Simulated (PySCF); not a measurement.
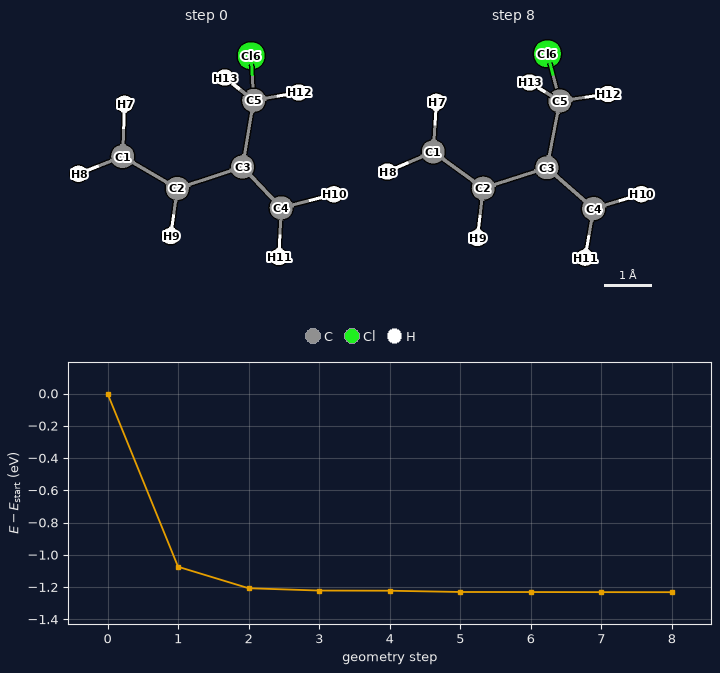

First and last geometry of a relaxation of C₅H₇Cl, with the history of the run. Style: ball-and-stick. Shown face on.

The start comes from MMFF94s. Its atoms were then displaced at random by about 0.03 Å.

All numbers below come from PBE0-D3(BJ)/def2-SVP geometry optimisation, gas phase (PySCF). 

Question: Read the history and describe the run.

Answer: It converged. The atom that moves furthest after the best rigid fit is Cl6 (0.24 Å). Largest moves by element: Cl 0.24 Å, H 0.14 Å, C 0.13 Å. Among the contacts that change: C3–C4 1.221 → 1.344 Å, C4–H10 1.183 → 1.093 Å, C1–H7 1.155 → 1.093 Å, C1–H8 1.033 → 1.092 Å. Among the angles between lasting bonds that change: C3–C4–H11 133.2° → 121.0°, H10–C4–H11 107.7° → 117.3°, C2–C1–H8 128.2° → 120.9°. Over 8 geometry steps the energy falls by 1.232 eV.
